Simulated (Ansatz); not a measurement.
# AlH4OPSi: single points with varied inputs

How do the results and run time of AlH4OPSi respond when the settings are drawn wide?

The runs use Ansatz 0.2.0, Gaussian basis; the settings change from run to run.

**1. The geometry**

An earlier PBE0-D4 in a triple-zeta def2 set relaxation fixed the geometry.

8 atoms, charge 0, spin multiplicity 1.

Atoms are counted from 1 here; the program's logs count them from 0.

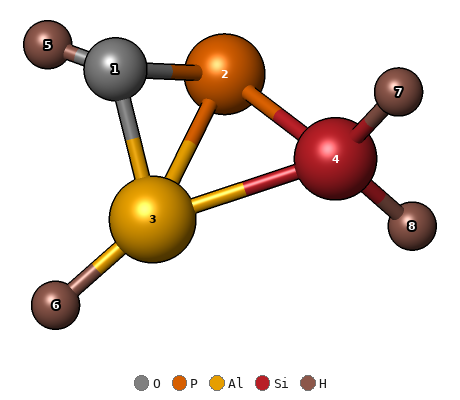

The structure; oxygen grey, phosphorus orange, aluminium amber, silicon red, hydrogen brown; atoms are numbered from 1 in the order of the file.

Coordinates:

```xyz
8
AlH4OPSi
O    -0.09138    1.40654   -0.70940
P    -1.19938   -0.12960   -0.88390
Al    0.04257    0.61365    0.98914
Si    0.58015   -1.35154   -0.17767
H    -0.65078    2.18316   -0.82973
H    -0.20632    1.53215    2.24564
H     1.63957   -1.75522   -1.14607
H    -0.02224   -2.55613    0.45610
```

**2. revPBE/def2-mTZVP**

Set apart from the defaults: the search for lower states set to off.

The input, in.yaml:

```yaml
crystal:
  periodic: [false, false, false]
  atoms:
    - {symbol: O, position_ang: [-0.091380, 1.406538, -0.709401]}
    - {symbol: P, position_ang: [-1.199379, -0.129605, -0.883901]}
    - {symbol: Al, position_ang: [0.042568, 0.613654, 0.989141]}
    - {symbol: Si, position_ang: [0.580155, -1.351537, -0.177668]}
    - {symbol: H, position_ang: [-0.650778, 2.183155, -0.829733]}
    - {symbol: H, position_ang: [-0.206320, 1.532152, 2.245640]}
    - {symbol: H, position_ang: [1.639574, -1.755222, -1.146075]}
    - {symbol: H, position_ang: [-0.022242, -2.556135, 0.456096]}
basis:
  gaussian: {orbitals: def2-mTZVP}
hamiltonian: {xc: {name: revPBE}}
scf: {lower_state_search: off}
```

Run with:

```sh
> ansatz run in.yaml --threads 2 --pin off --events-out ev --progress --plain --max-ram 4352MiB
```

The program printed:

```text
Functional definition: revPBE
  name "revPBE"
  cite "Zhang & Yang, Phys. Rev. Lett. 80, 890 (1998) doi:10.1103/PhysRevLett.80.890"
  cite "Perdew, Burke & Ernzerhof, Phys. Rev. Lett. 77, 3865 (1996) doi:10.1103/PhysRevLett.77.3865"
  parameter kappa = 1.245
  parameter beta = 0.06672455060314922
  exchange = pbe_x(kappa = kappa, mu = beta*pi^2/3)
  correlation = pbe_c(beta = beta)
these checks for a lower state are left out or cut short: stability, starts, cluster_reference, orbital_swaps, neighbouring_geometries, increment
994 factors; their error is unknown
mean field evaluation 1: about -25864.6704 eV, gradient 5.7e1 eV
mean field evaluation 2: about -25829.7381 eV, gradient 1.4e2 eV
mean field evaluation 4: about -25870.3210 eV, gradient 1.1e1 eV
mean field evaluation 8: about -25870.7270 eV, gradient 1.4e-1 eV
mean field evaluation 16: about -25870.7006 eV, gradient 5.5e-5 eV
mean field -25870.70063887 eV, -950.7307126876 hartree, gradient 5.2e-6 eV, S^2 0.000000; 0 other end points of the search recorded, 0 dependent functions left out
reference -25870.70069358 eV, -950.7307146984 hartree; 27, 27 occupied and 75, 75 virtual orbitals, 994 factors
Total energy: -25870.70069358 eV, -950.7307146984 hartree
Checks for a lower state left out: stability, starts, cluster_reference, orbital_swaps, neighbouring_geometries, increment
```

It took 0.95 s on 2 threads of Arm Neoverse V1, shared host.

**3. PBE/def2-mTZVPP**

Options: coordinates scaled by 0.92, D3(BJ) with three-body dispersion.

The input, in.yaml:

```yaml
crystal:
  periodic: [false, false, false]
  atoms:
    - {symbol: O, position_ang: [-0.084069, 1.294015, -0.652649]}
    - {symbol: P, position_ang: [-1.103428, -0.119237, -0.813189]}
    - {symbol: Al, position_ang: [0.039162, 0.564562, 0.910010]}
    - {symbol: Si, position_ang: [0.533743, -1.243414, -0.163454]}
    - {symbol: H, position_ang: [-0.598715, 2.008503, -0.763354]}
    - {symbol: H, position_ang: [-0.189814, 1.409580, 2.065989]}
    - {symbol: H, position_ang: [1.508409, -1.614805, -1.054389]}
    - {symbol: H, position_ang: [-0.020462, -2.351644, 0.419608]}
basis:
  gaussian: {orbitals: def2-mTZVPP}
hamiltonian: {xc: {name: PBE}, dispersion: d3bjatm}
output: {forces: true}
```

The command is unchanged.

The program printed (excerpt; [...] marks lines left out):

```text
Functional definition: PBE
  name "PBE"
  cite "Perdew, Burke & Ernzerhof, Phys. Rev. Lett. 77, 3865 (1996) doi:10.1103/PhysRevLett.77.3865"
  parent pbe
[...]
1105 factors; their error is unknown
[...]
mean field -25860.25261317 eV, -950.3467548254 hartree, gradient 2.0e-5 eV, S^2 0.000000; 0 other end points of the search recorded, 0 dependent functions left out
[...]
reference -25860.25265725 eV, -950.3467564450 hartree; 27, 27 occupied and 93, 93 virtual orbitals, 1105 factors
Total energy: -25860.47069460 eV, -950.3547691701 hartree
Atom 0 at    -0.084069     1.294015    -0.652649 Å, force     4.254600    -0.640111    -1.896840 eV/Å
Atom 1 at    -1.103428    -0.119237    -0.813189 Å, force    -4.731608    -1.428700    -2.600408 eV/Å
Atom 2 at     0.039162     0.564562     0.910010 Å, force     1.118863    -0.009575     3.905078 eV/Å
Atom 3 at     0.533743    -1.243414    -0.163454 Å, force     2.009061    -1.051484     0.214455 eV/Å
Atom 4 at    -0.598715     2.008503    -0.763354 Å, force    -3.148748     4.924559    -0.894677 eV/Å
Atom 5 at    -0.189814     1.409580     2.065989 Å, force    -0.417330     1.402661     1.892914 eV/Å
Atom 6 at     1.508409    -1.614805    -1.054389 Å, force     2.088699    -0.812241    -1.882352 eV/Å
Atom 7 at    -0.020462    -2.351644     0.419608 Å, force    -1.173537    -2.385108     1.261831 eV/Å
Dipole moment:     0.051593     0.399658     0.021545 e Å
```

It took 2.1 s on 2 threads of Arm Neoverse V1, shared host.

Largest force 5.913 eV/Å, dipole 1.94 D.

**4. r2SCAN50/aug-cc-pVTZ**

Set apart from the defaults: D4 dispersion.

The input, in.yaml:

```yaml
crystal:
  periodic: [false, false, false]
  atoms:
    - {symbol: O, position_ang: [-0.091380, 1.406538, -0.709401]}
    - {symbol: P, position_ang: [-1.199379, -0.129605, -0.883901]}
    - {symbol: Al, position_ang: [0.042568, 0.613654, 0.989141]}
    - {symbol: Si, position_ang: [0.580155, -1.351537, -0.177668]}
    - {symbol: H, position_ang: [-0.650778, 2.183155, -0.829733]}
    - {symbol: H, position_ang: [-0.206320, 1.532152, 2.245640]}
    - {symbol: H, position_ang: [1.639574, -1.755222, -1.146075]}
    - {symbol: H, position_ang: [-0.022242, -2.556135, 0.456096]}
basis:
  gaussian: {orbitals: aug-cc-pVTZ}
hamiltonian: {xc: {name: r2SCAN50}, dispersion: d4}
```

Launched as before.

The program printed (excerpt; [...] marks lines left out):

```text
Functional definition: r2SCAN50
  name "r2SCAN50"
  cite "Bursch, Neugebauer, Ehlert & Grimme, J. Chem. Phys. 156, 134105 (2022) doi:10.1063/5.0086040"
  cite "Furness, Kaplan, Ning, Perdew & Sun, J. Phys. Chem. Lett. 11, 8208 (2020) doi:10.1021/acs.jpclett.0c02405"
  cite "Furness, Kaplan, Ning, Perdew & Sun, J. Phys. Chem. Lett. 11, 9248 (2020) doi:10.1021/acs.jpclett.0c03077"
  parent r2scan
[...]
1643 factors; their error is unknown
[...]
mean field -25872.63492778 eV, -950.8017964941 hartree, gradient 4.5e-5 eV, S^2 0.000000; 0 other end points of the search recorded, 0 dependent functions left out
reference -25872.63494211 eV, -950.8017970206 hartree; 27, 27 occupied and 261, 261 virtual orbitals, 1643 factors
Total energy: -25872.70228799 eV, -950.8042719360 hartree
```

Wall time 16 s (2 threads of Arm Neoverse V1, shared host); peak memory 0.73 GiB.

**5. wB97M-V/x2c-TZVPPall**

Set apart from the defaults: atoms shaken by 0.15 Å, a grid of angular degree 11.

The input, in.yaml:

```yaml
crystal:
  periodic: [false, false, false]
  atoms:
    - {symbol: O, position_ang: [-0.106012, 1.479970, -0.720125]}
    - {symbol: P, position_ang: [-0.963677, -0.025741, -0.873255]}
    - {symbol: Al, position_ang: [-0.112783, 0.556780, 0.992658]}
    - {symbol: Si, position_ang: [0.465562, -1.643971, -0.099364]}
    - {symbol: H, position_ang: [-1.118291, 2.414367, -0.987972]}
    - {symbol: H, position_ang: [-0.238530, 1.539361, 2.295406]}
    - {symbol: H, position_ang: [1.834906, -1.809354, -1.277636]}
    - {symbol: H, position_ang: [-0.180197, -2.772566, 0.679491]}
basis:
  gaussian: {orbitals: x2c-TZVPPall, final_grid: {core_spheres: 5, valence_spheres: 4, degree: 11}}
hamiltonian: {xc: {name: wB97M-V}}
```

The command is unchanged.

The program printed (excerpt; [...] marks lines left out):

```text
Functional definition: wB97M-V
  name "wB97M-V"
  cite "Mardirossian & Head-Gordon, J. Chem. Phys. 144, 214110 (2016) doi:10.1063/1.4952647"
  cite "Becke, J. Chem. Phys. 107, 8554 (1997) doi:10.1063/1.475007"
  cite "Vydrov & Van Voorhis, J. Chem. Phys. 133, 244103 (2010) doi:10.1063/1.3521275"
  # Of w^i u^j: cxij and so on, Table III.
[...]
  gx(w, u) = 1 - cx + cx01*u + cx10*w
  gss(w, u) = css00 + css04*u^4 + css10*w + css20*w^2 + css43*w^4*u^3
  gos(w, u) = cos00 + cos10*w + (cos20 + cos21*u)*w^2 + (cos60 + cos61*u)*w^6
[...]
      + integral(e_c_pw_mod_opposite_spin*gos(b97_w_opposite, b97_u_opposite)) + vv10(b, c)
1250 factors; their error is unknown
271 factors; integrals over basis functions are off by at most 1.8e-5 eV
[...]
mean field -25922.46753361 eV, -952.6331109805 hartree, gradient 6.0e-5 eV, S^2 0.000000; 0 other end points of the search recorded, 0 dependent functions left out
reference -25922.46760215 eV, -952.6331134994 hartree; 27, 27 occupied and 186, 186 virtual orbitals, 1250 factors
Total energy: -25922.46760215 eV, -952.6331134994 hartree
Relativity: scalar
```

It took 9 s on 2 threads of Arm Neoverse V1, shared host; peak memory 0.47 GiB.

**6. revPBE0/STO-3G**

Options: coordinates scaled by 1.05, density fitting with def2-universal-jkfit, D4 dispersion, high accuracy.

The input, in.yaml:

```yaml
crystal:
  periodic: [false, false, false]
  atoms:
    - {symbol: O, position_ang: [-0.095949, 1.476864, -0.744871]}
    - {symbol: P, position_ang: [-1.259348, -0.136086, -0.928096]}
    - {symbol: Al, position_ang: [0.044696, 0.644337, 1.038598]}
    - {symbol: Si, position_ang: [0.609163, -1.419113, -0.186551]}
    - {symbol: H, position_ang: [-0.683316, 2.292313, -0.871220]}
    - {symbol: H, position_ang: [-0.216636, 1.608760, 2.357922]}
    - {symbol: H, position_ang: [1.721553, -1.842984, -1.203379]}
    - {symbol: H, position_ang: [-0.023354, -2.683941, 0.478901]}
basis:
  gaussian: {orbitals: STO-3G, fitting: {mean_field: def2-universal-jkfit}}
hamiltonian: {xc: {name: revPBE0}, dispersion: d4}
accuracy: high
```

Launched as before.

The program printed (excerpt; [...] marks lines left out):

```text
Functional definition: revPBE0
  name "revPBE0"
  cite "Zhang & Yang, Phys. Rev. Lett. 80, 890 (1998) doi:10.1103/PhysRevLett.80.890"
  cite "Adamo & Barone, J. Chem. Phys. 110, 6158 (1999) doi:10.1063/1.478522"
  cite "Perdew, Burke & Ernzerhof, Phys. Rev. Lett. 77, 3865 (1996) doi:10.1103/PhysRevLett.77.3865"
[...]
533 factors; integrals over basis functions are off by at most 8.1e-3 eV
[...]
mean field -25564.51352095 eV, -939.4785436454 hartree, gradient 1.8e-8 eV, S^2 0.000000; 0 other end points of the search recorded, 0 dependent functions left out
reference -25564.51352319 eV, -939.4785437276 hartree; 27, 27 occupied and 9, 9 virtual orbitals, 533 factors
Total energy: -25565.02381104 eV, -939.4972964603 hartree
```

Wall time 1.5 s (2 threads of Arm Neoverse V1, shared host).

**7. rPW86-PBE/6-31G***

This run has a point charge of 0.50 e beside it.

The input, in.yaml:

```yaml
crystal:
  periodic: [false, false, false]
  atoms:
    - {symbol: O, position_ang: [-0.091380, 1.406538, -0.709401]}
    - {symbol: P, position_ang: [-1.199379, -0.129605, -0.883901]}
    - {symbol: Al, position_ang: [0.042568, 0.613654, 0.989141]}
    - {symbol: Si, position_ang: [0.580155, -1.351537, -0.177668]}
    - {symbol: H, position_ang: [-0.650778, 2.183155, -0.829733]}
    - {symbol: H, position_ang: [-0.206320, 1.532152, 2.245640]}
    - {symbol: H, position_ang: [1.639574, -1.755222, -1.146075]}
    - {symbol: H, position_ang: [-0.022242, -2.556135, 0.456096]}
basis:
  gaussian: {orbitals: "6-31G*", point_charges: [{charge: 0.50, position_ang: [6.207, 0.610, -0.954]}]}
hamiltonian: {xc: {name: rPW86-PBE}}
```

Launched as before.

The program printed:

```text
Functional definition: rPW86-PBE
  name "rPW86-PBE"
  cite "Murray, Lee & Langreth, J. Chem. Theory Comput. 5, 2754 (2009) doi:10.1021/ct900365q"
  cite "Perdew, Burke & Ernzerhof, Phys. Rev. Lett. 77, 3865 (1996) doi:10.1103/PhysRevLett.77.3865"
  parent pbe
  exchange = rpw86_x
  correlation = pbe_c
931 factors; their error is unknown
mean field evaluation 1: about -25896.2586 eV, gradient 5.3e1 eV
mean field evaluation 2: about -25864.8699 eV, gradient 1.3e2 eV
mean field evaluation 4: about -25901.6254 eV, gradient 9.4e0 eV
mean field evaluation 8: about -25901.9474 eV, gradient 1.3e-1 eV
mean field evaluation 16: about -25901.8903 eV, gradient 3.2e-4 eV
mean field -25901.89033890 eV, -951.8769130226 hartree, gradient 5.3e-5 eV, S^2 0.000000; 0 other end points of the search recorded, 0 dependent functions left out
reference -25901.89045500 eV, -951.8769172893 hartree; 27, 27 occupied and 53, 53 virtual orbitals, 931 factors
Total energy: -25901.89045500 eV, -951.8769172893 hartree
```

Run time: 3.2 s. Hardware: 2 threads of Arm Neoverse V1, shared host.

**8. r2SCANh/def2-SVPD**

This run has D3(BJ) dispersion, the search for lower states set to full.

Changes to in.yaml since step 7:

```diff
@@ -12,3 +12,4 @@
 basis:
-  gaussian: {orbitals: "6-31G*", point_charges: [{charge: 0.50, position_ang: [6.207, 0.610, -0.954]}]}
-hamiltonian: {xc: {name: rPW86-PBE}}
+  gaussian: {orbitals: def2-SVPD}
+hamiltonian: {xc: {name: r2SCANh}, dispersion: d3bj}
+scf: {lower_state_search: full}
```

Same command.

The program printed (excerpt; [...] marks lines left out):

```text
Warning: the engine holds no damping parameters fitted to this dispersion correction and functional, so the run takes those fitted to r2scanh beside the three-body term, which d3bj leaves out (hamiltonian.dispersion, under Limitations)
Functional definition: r2SCANh
  name "r2SCANh"
  cite "Bursch, Neugebauer, Ehlert & Grimme, J. Chem. Phys. 156, 134105 (2022) doi:10.1063/5.0086040"
  cite "Furness, Kaplan, Ning, Perdew & Sun, J. Phys. Chem. Lett. 11, 8208 (2020) doi:10.1021/acs.jpclett.0c02405"
  cite "Furness, Kaplan, Ning, Perdew & Sun, J. Phys. Chem. Lett. 11, 9248 (2020) doi:10.1021/acs.jpclett.0c03077"
  parent r2scan
[...]
1131 factors; their error is unknown
[...]
mean field -25863.07060210 eV, -950.4503140083 hartree, gradient 3.8e-5 eV, S^2 0.000000; 0 other end points of the search recorded, 0 dependent functions left out
reference -25863.07061769 eV, -950.4503145814 hartree; 27, 27 occupied and 100, 100 virtual orbitals, 1131 factors
Total energy: -25863.13269694 eV, -950.4525959514 hartree
```

It took 4.8 s on 2 threads of Arm Neoverse V1, shared host; peak memory 0.26 GiB.

**9. CAM-B3LYP/ANO-RCC-VTZP**

Set apart from the defaults: D4 dispersion.

Changes to in.yaml since step 8:

```diff
@@ -12,4 +12,4 @@
 basis:
-  gaussian: {orbitals: def2-SVPD}
-hamiltonian: {xc: {name: r2SCANh}, dispersion: d3bj}
-scf: {lower_state_search: full}
+  gaussian: {orbitals: ANO-RCC-VTZP}
+hamiltonian: {xc: {name: CAM-B3LYP}, dispersion: d4}
+output: {forces: true}
```

Same command.

The program printed (excerpt; [...] marks lines left out):

```text
Functional definition: CAM-B3LYP
  name "CAM-B3LYP"
  cite "Yanai, Tew & Handy, Chem. Phys. Lett. 393, 51 (2004) doi:10.1016/j.cplett.2004.06.011"
  cite "Iikura, Tsuneda, Yanai & Hirao, J. Chem. Phys. 115, 3540 (2001) doi:10.1063/1.1383587"
  cite "Becke, Phys. Rev. A 38, 3098 (1988) doi:10.1103/PhysRevA.38.3098"
  cite "Lee, Yang & Parr, Phys. Rev. B 37, 785 (1988) doi:10.1103/PhysRevB.37.785"
  cite "Vosko, Wilk & Nusair, Can. J. Phys. 58, 1200 (1980) doi:10.1139/p80-159"
[...]
  # Exact exchange under (alpha + beta erf(omega r))/r, Becke's under what is left of 1/r.
[...]
1517 factors; their error is unknown
434 factors; integrals over basis functions are off by at most 1.0e-5 eV
[...]
mean field -25929.42294308 eV, -952.8887175642 hartree, gradient 6.6e-5 eV, S^2 0.000000; 0 other end points of the search recorded, 0 dependent functions left out
[...]
reference -25929.42309437 eV, -952.8887231237 hartree; 27, 27 occupied and 161, 161 virtual orbitals, 1517 factors
Total energy: -25929.61511361 eV, -952.8957797007 hartree
Relativity: scalar
Atom 0 at    -0.091380     1.406538    -0.709401 Å, force    -0.058217     0.132594     0.114155 eV/Å
Atom 1 at    -1.199379    -0.129605    -0.883901 Å, force    -0.100430    -0.108307    -0.031116 eV/Å
Atom 2 at     0.042568     0.613654     0.989141 Å, force     0.022367     0.053293     0.004196 eV/Å
Atom 3 at     0.580155    -1.351537    -0.177668 Å, force     0.042841    -0.072441     0.075733 eV/Å
Atom 4 at    -0.650778     2.183155    -0.829733 Å, force     0.110410    -0.029718    -0.034182 eV/Å
Atom 5 at    -0.206320     1.532152     2.245640 Å, force     0.029439    -0.117169    -0.142191 eV/Å
Atom 6 at     1.639574    -1.755222    -1.146075 Å, force    -0.116513     0.048164     0.097669 eV/Å
Atom 7 at    -0.022242    -2.556135     0.456096 Å, force     0.070104     0.093585    -0.084265 eV/Å
Dipole moment:     0.043916     0.363501     0.131974 e Å
```

It took 18 s on 2 threads of Arm Neoverse V1, shared host; peak memory 0.76 GiB.

Largest force 0.187 eV/Å, dipole 1.87 D.

**10. SVWN5/STO-3G**

Options: atoms shaken by 0.08 Å, a grid of angular degree 23.

The input, in.yaml:

```yaml
crystal:
  periodic: [false, false, false]
  atoms:
    - {symbol: O, position_ang: [0.002577, 1.497042, -0.690084]}
    - {symbol: P, position_ang: [-1.103997, -0.185294, -0.867385]}
    - {symbol: Al, position_ang: [0.130899, 0.678717, 0.968729]}
    - {symbol: Si, position_ang: [0.618455, -1.274996, -0.254388]}
    - {symbol: H, position_ang: [-0.780213, 2.064914, -0.753000]}
    - {symbol: H, position_ang: [-0.182207, 1.537493, 2.152884]}
    - {symbol: H, position_ang: [1.593461, -1.726391, -1.141500]}
    - {symbol: H, position_ang: [0.024416, -2.415891, 0.396674]}
basis:
  gaussian: {orbitals: STO-3G, final_grid: {core_spheres: 8, valence_spheres: 7, degree: 23}}
hamiltonian: {xc: {name: SVWN5}}
```

Launched as before.

The program printed:

```text
Functional definition: SVWN5
  name "SVWN5"
  cite "Dirac, Proc. Camb. Phil. Soc. 26, 376 (1930) doi:10.1017/S0305004100016108"
  cite "Slater, Phys. Rev. 81, 385 (1951) doi:10.1103/PhysRev.81.385"
  cite "Vosko, Wilk & Nusair, Can. J. Phys. 58, 1200 (1980) doi:10.1139/p80-159"
  exchange = slater_x
  correlation = vwn5_c
417 factors; integrals over basis functions are off by at most 5.0e-5 eV
mean field evaluation 1: about -25455.7722 eV, gradient 2.4e1 eV
mean field evaluation 2: about -25450.0157 eV, gradient 4.5e1 eV
mean field evaluation 4: about -25457.8032 eV, gradient 6.2e0 eV
mean field evaluation 8: about -25457.9020 eV, gradient 2.5e-1 eV
mean field evaluation 16: about -25457.9022 eV, gradient 1.1e-5 eV
mean field -25457.90222619 eV, -935.5606508265 hartree, gradient 1.1e-5 eV, S^2 0.000000; 0 other end points of the search recorded, 0 dependent functions left out
reference -25457.90224190 eV, -935.5606514041 hartree; 27, 27 occupied and 9, 9 virtual orbitals, 417 factors
Total energy: -25457.90224190 eV, -935.5606514041 hartree
```

Wall time 0.3 s (2 threads of Arm Neoverse V1, shared host).

**11. The runs in one table**

| level | charge | multiplicity | geometry | functions | energy (eV) | time |
| --- | --- | --- | --- | --- | --- | --- |
| revPBE/def2-mTZVP | 0 | 1 | relaxed | 102 | -25870.701 | 0.95 s |
| PBE/def2-mTZVPP | 0 | 1 | scaled | 120 | -25860.471 | 2.1 s |
| r2SCAN50/aug-cc-pVTZ | 0 | 1 | relaxed | 288 | -25872.702 | 16 s |
| wB97M-V/x2c-TZVPPall | 0 | 1 | shaken | 213 | -25922.468 | 9 s |
| revPBE0/STO-3G | 0 | 1 | scaled | 36 | -25565.024 | 1.5 s |
| rPW86-PBE/6-31G* | 0 | 1 | relaxed, point charge | 80 | -25901.890 | 3.2 s |
| r2SCANh/def2-SVPD | 0 | 1 | relaxed | 127 | -25863.133 | 4.8 s |
| CAM-B3LYP/ANO-RCC-VTZP | 0 | 1 | relaxed | 188 | -25929.615 | 18 s |
| SVWN5/STO-3G | 0 | 1 | shaken | 36 | -25457.902 | 0.3 s |

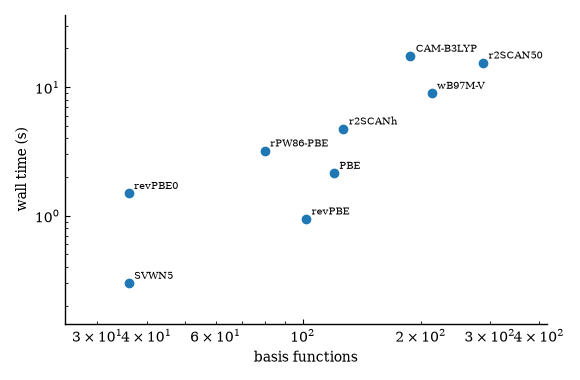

Wall time against the number of basis functions (shared host).

**12. What came out**

```
                                         quantity                         value
                                             runs                             9
                                         quickest           SVWN5/STO-3G, 0.3 s
                                          slowest  CAM-B3LYP/ANO-RCC-VTZP, 18 s
spread of total energies, same state and geometry                       66.5 eV
```

What this shows: Run time spans a factor of 58, from SVWN5/STO-3G to CAM-B3LYP/ANO-RCC-VTZP. The jobs differ in tasks and options as well as level. The totals spread over 66 eV; they can't be compared across methods or bases. Some of these runs are scalar-relativistic and others not, which shifts the totals of all-electron atoms past neon by eV; core potentials, where a basis has them, take the core out of the total altogether. At the PBE0-D4/def2-TZVP geometry and in the same state, runs without warnings or point charges leave forces up to 0.19 eV/Å (CAM-B3LYP/ANO-RCC-VTZP), against 5.9 eV/Å where the atoms were moved.
